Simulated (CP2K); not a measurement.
**MgB: density, localisation and related maps**

```
Mg B
1.0
     2.89515    0.00000    0.00000
     0.00000    2.89515    0.00000
     0.00000    0.00000    2.89515
Mg B
1 1
Cartesian
  0.0000 0.0000 0.0000
  1.4476 1.4476 1.4476
```

Space group Pm-3m; a generated structure, not necessarily the stable one; computed pressure about 2 GPa in this cell.

These are results of Kohn-Sham DFT of a periodic cell, PBE, GTH-PBE with UZH-TZVP basis in CP2K, not measurements.

The density is the valence pseudo-density of a pseudopotential calculation; it isn't the true density close to the nuclei.

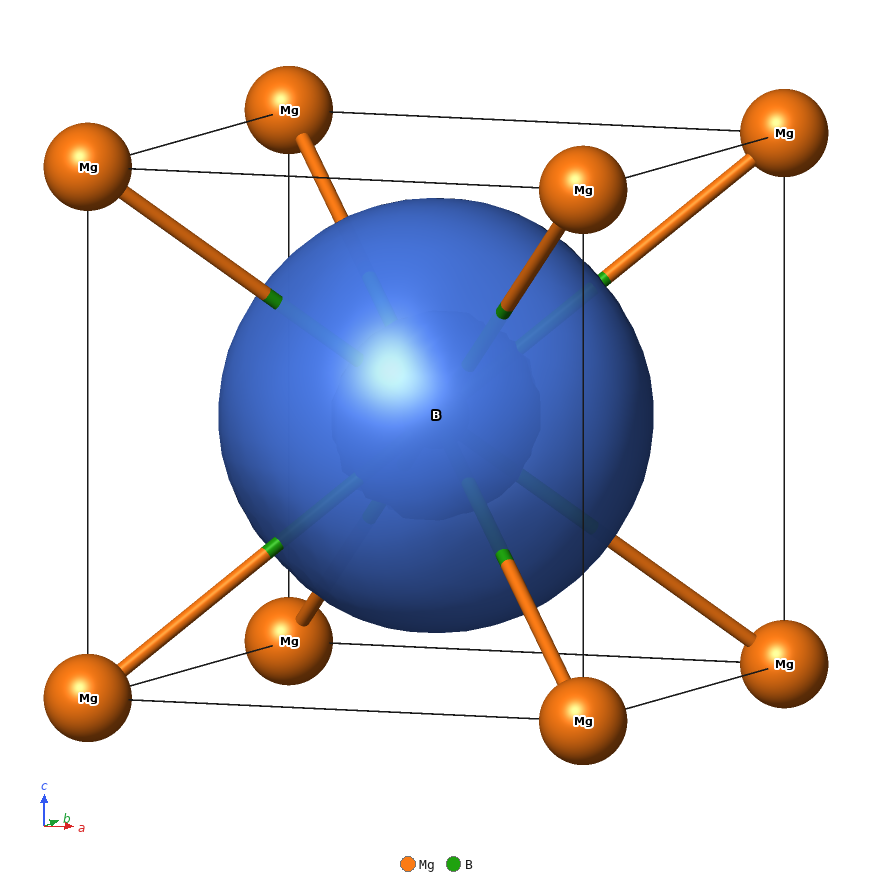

Figure 1. Isosurface of the ELF at 0.6 (blue), seen slightly off an axis. Core shells and regions of very low density are left out. Sticks mark near contacts.

Identify the bonds, lone pairs and shells in this picture.

Answer. The ELF exceeds this value in one region wrapped around B (its valence shell), counted in one cell of 2 atoms. Regions shared between cells count once.


Mg–B (2.51 Å): the ELF peaks at about 0.75 in the valence shell of B, 0.8 Å from its nucleus, and is about 0.45 at the midpoint.

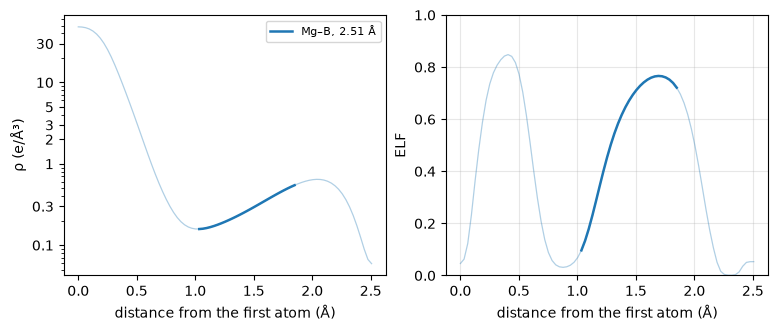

Figure 2. Valence charge density (pseudo) and electron localisation function along straight lines between neighbouring atoms. Thin, pale parts lie inside the atomic spheres.

What can be read from the curves?

Answer. Mg–B (2.51 Å): ρ is about 0.19 e/Å³ halfway; the ELF peaks at about 0.75 in the valence shell of B, 0.8 Å from its nucleus, and is about 0.45 at the midpoint.
